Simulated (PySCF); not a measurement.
```xyz
18

C     2.9488    0.6603   -0.2559
C     1.8681    0.1466   -0.2309
C     0.5424   -0.4509   -0.2152
F     0.1442   -0.6878   -1.5346
C     0.6014   -1.7978    0.5030
S    -1.0695   -2.4559    0.8761
Si   -2.0802   -0.6029    0.5120
C    -0.5018    0.4656    0.4289
C    -0.6593    1.7727   -0.3361
H     3.9005    1.1020   -0.2671
H     1.1410   -1.6977    1.4446
H     1.1046   -2.5337   -0.1229
H    -2.7915   -0.6334   -0.7583
H    -2.9105   -0.2642    1.6585
H    -0.1476    0.6874    1.4416
H     0.2780    2.3281   -0.3500
H    -0.9549    1.5780   -1.3643
H    -1.4224    2.3898    0.1322
```

Geometry: GFN2-xTB.

All numbers below come from PBE0/pcSseg-1, SCF density, gas phase, non-relativistic (PySCF).

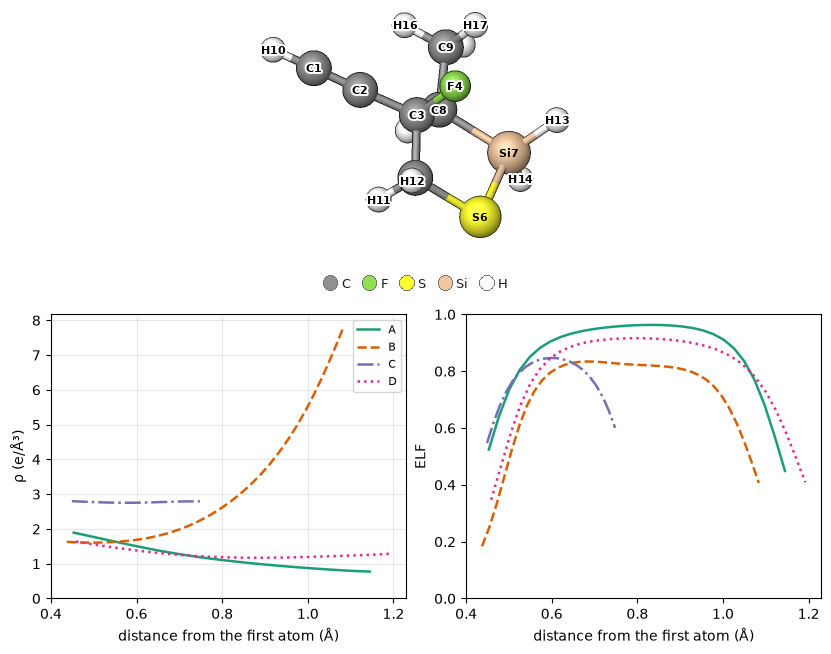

C₆H₉FSSi. Electron density and ELF along straight lines between neighbouring atoms. The curves leave out the atomic cores. The structure is drawn too.

Which curve belongs to which contact (C–C, C–F, C–S and C–Si)? The first atom named is at distance zero.

Curve A: C–Si (1.91 Å): the density is about 0.92 e/Å³ at the midpoint; the ELF peaks at about 0.95 between the atoms, as expected for localised, covalent bonding. Curve B: C–F (1.40 Å): ρ is about 2 e/Å³ halfway, with its minimum of 1.6 e/Å³ about 0.5 Å from C; the ELF peaks at about 0.85 between the atoms (a polar covalent bond). Curve C: C–C (1.20 Å): ρ is about 2.8 e/Å³ halfway; the ELF peaks at about 0.85 between the atoms: a short, multiple covalent bond. Curve D: C–S (1.83 Å): ρ at the midpoint is about 1.2 e/Å³; the ELF peaks at about 0.90 between the atoms: a covalent bond.
